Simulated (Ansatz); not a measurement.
FH₃Si···H₂S

Input

```
crystal:
  periodic: [false, false, false]
  atoms:
    - { symbol: Si, position_ang: [0.273697, 0.051482, -0.098056] }
    - { symbol: F, position_ang: [0.157661, -0.141013, 1.4927] }
    - { symbol: H, position_ang: [1.724264, -0.005742, -0.431192] }
    - { symbol: H, position_ang: [-0.274443, 1.367856, -0.50138] }
    - { symbol: H, position_ang: [-0.417326, -1.063176, -0.791765] }
    - { symbol: S, position_ang: [-2.939812, 0.151634, 0.901402] }
    - { symbol: H, position_ang: [-3.172206, -1.159211, 0.710786] }
    - { symbol: H, position_ang: [-1.939634, -0.074631, 1.818004] }
basis:
  gaussian: { orbitals: "6-31G*" }
hamiltonian:
  xc: pbe0
  dispersion: d4
relax:
  f_tol: 0.03
  max_steps: 50
output:
  orbitals: {}
```

Run with:

```sh
ansatz run input.yaml --threads 1 --pin off --max-ram 2048MiB --backend cpu --events-out ev --progress --plain --runs-dir out
```

The fields are those of the run's last geometry, not of the input's.

Theory: RKS PBE0-D4/6-31G* in Ansatz.

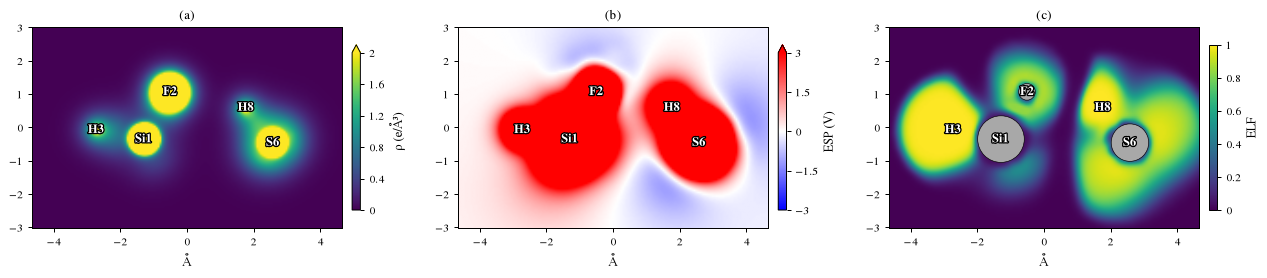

Figure 1. (a) total electron density; (b) molecular electrostatic potential; (c) ELF on the plane of atoms F2, Si1 and H3. Grey discs cover the atomic cores in the ELF map.

Read the bonding off the picture.

Atoms in the plane: Si, F, H and S.
F2···H8 (2.30 Å): the density falls to about 0.08 e/Å³ on the way; the ELF dips to about 0 between them (a non-bonded, intermolecular contact).
Si–F (1.62 Å): the density is about 1 e/Å³ at the midpoint; the ELF peaks at about 0.85 in the valence shell of F, 0.6 Å from its nucleus, and is about 0.35 at the midpoint.
S–H (1.35 Å): ρ is about 1.5 e/Å³ halfway; the ELF climbs to about 1 towards the hydrogen, as it does in any bond to H.
Si–H (1.49 Å): ρ is about 0.79 e/Å³ halfway; the ELF climbs to about 1 towards the hydrogen.
The ELF also peaks beside S6 and F2, away from the bonds: lone-pair regions.
Outside the dense part of the complex the potential is most negative (−1.2 V) near S6.

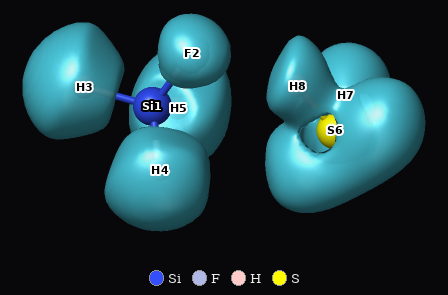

Figure 2. Isosurface of the ELF at 0.75 (cyan), seen from one side. Only the valence region is drawn (cores and ρ < 0.01 e/Å³ removed).

What do the ELF domains correspond to?

The ELF exceeds this value in three regions around hydrogen nuclei, one region wrapped around F (its lone pairs, merged into a ring or cap) and one joined region spread over several atoms (H, S), in which their bonds and any lone pairs are merged.

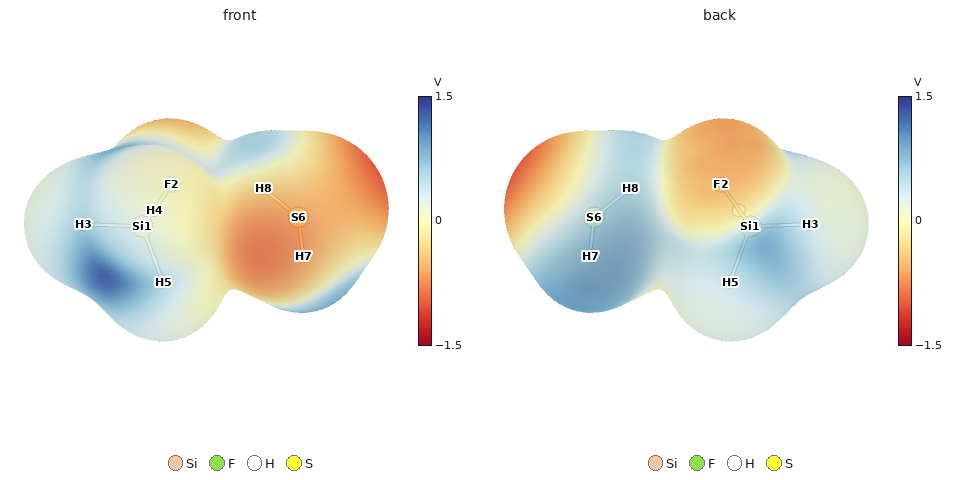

Figure 3. The electrostatic potential painted on the density surface at 0.001 e/bohr³, seen from the front and from behind; the colour scale runs from red (negative) to blue (positive).

Which sites attract a positive test charge, and which a negative one?

A positive charge is drawn to the negative regions and a negative charge to the positive ones. The most negative region (about −0.9 V) lies over S6, the most positive (about +1.2 V) over Si1.

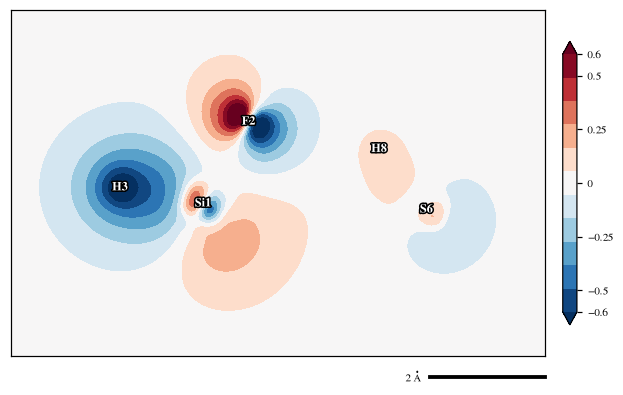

Figure 4. The HOMO−1 on the plane of atoms F2, Si1 and H3 (values in Å⁻³ᐟ²; the overall sign is arbitrary).

Where does this orbital lie, and at what energy?

It lies mainly on Si1 (about 35 %), H3 (about 30 %), F2 (about 15 %) and H4 (about 15 %). Its energy is −9.69 eV.
